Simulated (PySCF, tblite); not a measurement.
# C₃H₈FSi radical: geometry, infrared bands and EPR parameters

What infrared bands and EPR parameters should C₃H₈FSi radical (`C[CH]C[SiH2]F`) show?

Computed with tblite 0.8.0 and PySCF 2.14.0, with density-fitted response routines of our own, on a single molecule in the gas phase. Atoms count from 0, in the outputs and in this text.

## (1) Starting geometry

13 atoms, charge 0, multiplicity 2; geometry from: force field or distance geometry start.

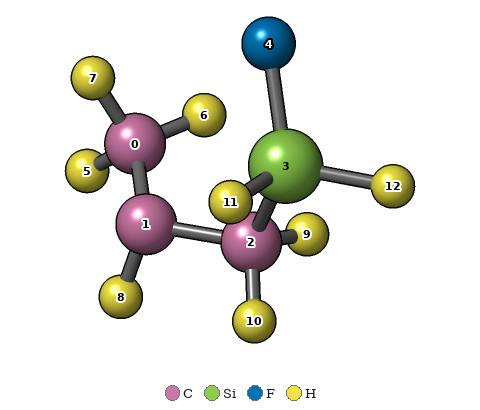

The starting geometry (carbon pink, silicon green, fluorine blue, hydrogen yellow), atoms numbered.

## (2) Relaxing the molecule with GFN2-xTB

What the job is given:

```
{"job": {"kind": "relax", "xc": "GFN2-xTB", "basis": "xTB"}, "charge": 0, "multiplicity": 2}
C      1.740000     0.441500     0.330300
C      0.856600    -0.379400    -0.564300
C     -0.449000    -0.792100     0.053600
Si    -1.821800     0.439000    -0.282100
F     -1.429500     1.991600     0.226800
H      2.770800     0.032100     0.302100
H      1.424500     0.519600     1.374800
H      1.852400     1.494500    -0.068100
H      1.402200    -1.348400    -0.798200
H     -0.391400    -1.022600     1.118500
H     -0.756800    -1.730100    -0.464200
H     -2.175400     0.400300    -1.704200
H     -3.026900    -0.045500     0.457200
```

The run is started by

```
> OMP_NUM_THREADS=1 python probes_run.py task.json out
```

The driver reads the jobs from task.json and runs them one after another.

**Question.** This job is followed by: GFN2-xTB harmonic vibrations, gas phase; UKS B3LYP, pcH-1 on C F H Si, non-relativistic, mean-field spin-orbit, GIAO. What will the session give for the following? strongest single infrared mode (GFN2-xTB); zero-point energy (GFN2-xTB); g(iso) (B3LYP); ⟨S²⟩; largest a(iso) (averaged by class); potential on the surface of density 0.002 e/bohr³, 1st and 99th percentile.

The runs gave:

| quantity | value |
| --- | --- |
| strongest single infrared mode (GFN2-xTB) | 2309 cm⁻¹, 385 km/mol |
| zero-point energy (GFN2-xTB) | 60.7 kcal/mol |
| g(iso) (B3LYP) | 2.00261 |
| ⟨S²⟩ | 0.754 (exact 0.75) |
| largest a(iso) (averaged by class) | 29Si on Si3, -153.1 MHz |
| potential on the surface of density 0.002 e/bohr³, 1st and 99th percentile | -1.16 V and 1.59 V |

**Reading.** The optimisation took 70 steps and gained 0.832 eV; among the close pairs (by a distance rule), Si3–F4 changed most, from 1.680 to 1.612 Å. All 33 modes are real, so the xTB geometry is a minimum. The strongest single mode, at 2309 cm⁻¹, moves mainly H12. Unscaled tight-binding wavenumbers are off by several per cent, some by more. Its intensities can rank the bands wrongly. Most of the unpaired spin sits on C1 (0.98 e). The isotropic g lies 0.3 ppt above the free-electron value. These values are for one conformer; the search (at its own cheap level) found 2 more, at 0.15, 0.31 kcal/mol, and measured spectra average over such forms.
